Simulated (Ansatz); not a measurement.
**GeH12Si4 (SMILES [SiH3][Ge]([SiH3])([SiH3])[SiH3]): density, localisation and related maps**

```yaml
atoms:
  - { symbol: Si, position_ang: [-0.3615, 1.2517, -1.9872] }
  - { symbol: Ge, position_ang: [0.0011, -0.0029, -0.0004] }
  - { symbol: Si, position_ang: [2.2693, 0.2216, 0.6760] }
  - { symbol: Si, position_ang: [-0.4921, -2.2937, -0.4026] }
  - { symbol: Si, position_ang: [-1.4188, 0.8182, 1.7211] }
  - { symbol: H, position_ang: [-0.0660, 2.6890, -1.7440] }
  - { symbol: H, position_ang: [0.5243, 0.7579, -3.0752] }
  - { symbol: H, position_ang: [-1.7769, 1.1210, -2.4252] }
  - { symbol: H, position_ang: [2.5104, -0.5517, 1.9234] }
  - { symbol: H, position_ang: [2.5862, 1.6523, 0.9306] }
  - { symbol: H, position_ang: [3.1763, -0.2882, -0.3869] }
  - { symbol: H, position_ang: [-0.2539, -3.0920, 0.8295] }
  - { symbol: H, position_ang: [0.3722, -2.8229, -1.4912] }
  - { symbol: H, position_ang: [-1.9161, -2.4461, -0.8042] }
  - { symbol: H, position_ang: [-2.8443, 0.6763, 1.3211] }
  - { symbol: H, position_ang: [-1.1954, 0.0537, 2.9773] }
  - { symbol: H, position_ang: [-1.1338, 2.2553, 1.9778] }
```

Geometry: PBE0-D4/def2-TZVP.

All numbers below come from RKS PBE0-D4/def2-TZVPP in Ansatz.

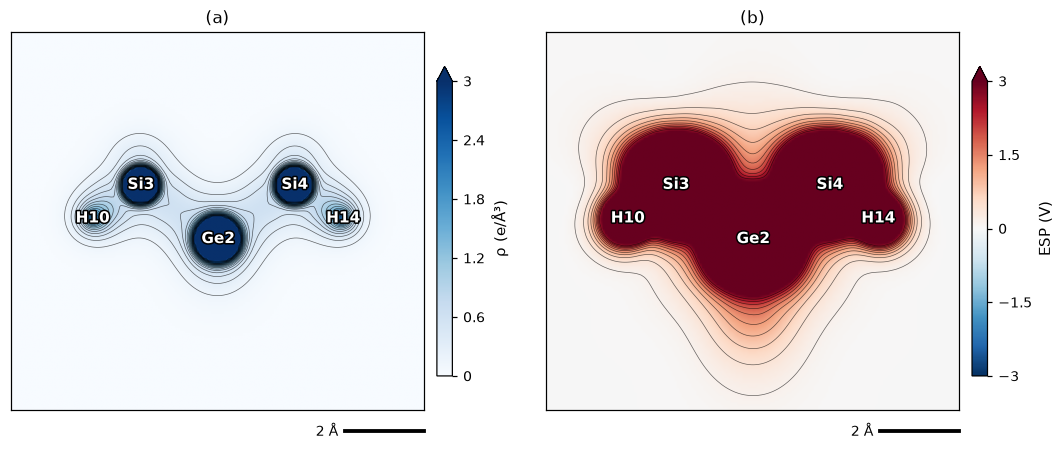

Figure 1. (a) electron density; (b) molecular electrostatic potential on the plane of atoms Ge2, Si4 and H14.

**Describe what can be read from this map.**

Atoms in the plane: Ge, Si and H.
Si–Ge (2.38 Å): the density is about 0.59 e/Å³ at the midpoint.
Si–H (1.49 Å): ρ is about 0.79 e/Å³ halfway.
The potential has no marked negative region in this plane.

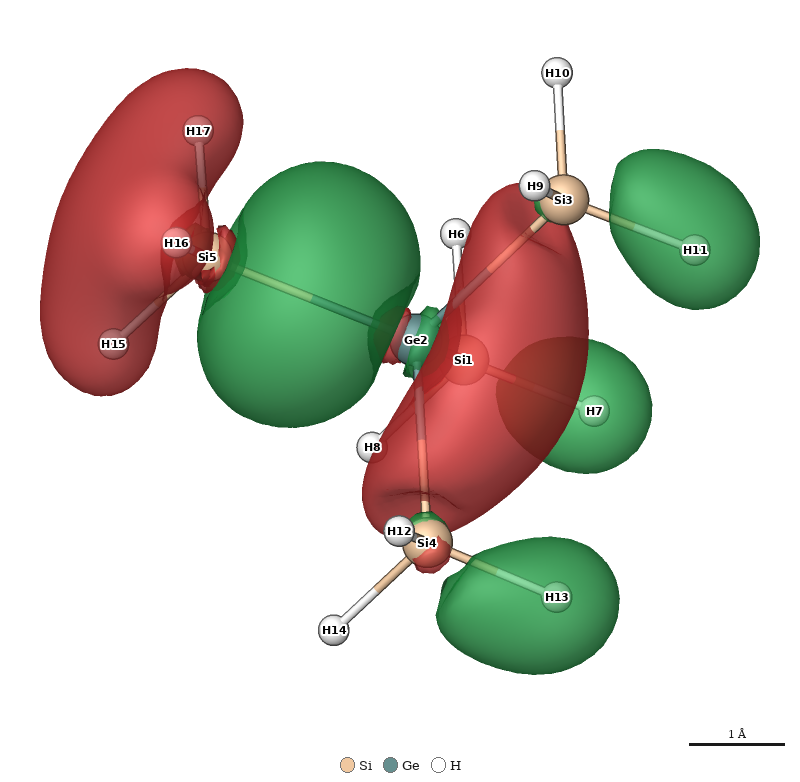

Figure 2. The HOMO at ±0.08 Å⁻³ᐟ² (green and red are the two phases), seen at an oblique angle.

**Where does this orbital lie, and at what energy?**

Its weight (Hirshfeld) is mainly on Ge2 (about 30 %), Si5 (about 30 %), Si3 (about 5 %), Si1 (about 5 %) and Si4 (about 5 %). It is one of a degenerate set, so its orientation is arbitrary. Its energy is −7.90 eV.

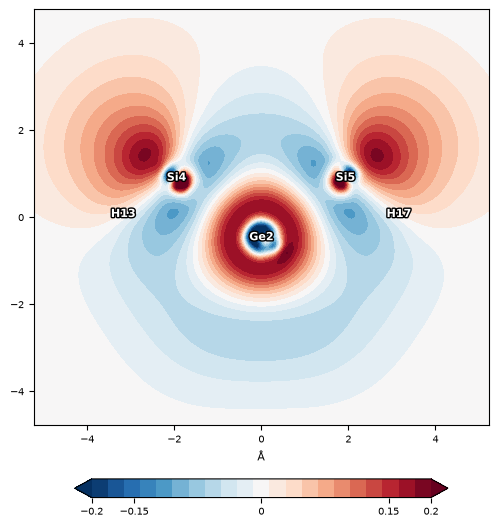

Figure 3. One frontier orbital on the plane of atoms Ge2, Si5 and H17 (values in Å⁻³ᐟ²; the overall sign is arbitrary).

**Which orbital is it: HOMO or LUMO?**

The LUMO, at −0.29 eV. It lies mainly on Ge2 (about 15 %), Si1 (about 15 %), Si3 (about 15 %), Si4 (about 15 %) and Si5 (about 15 %).
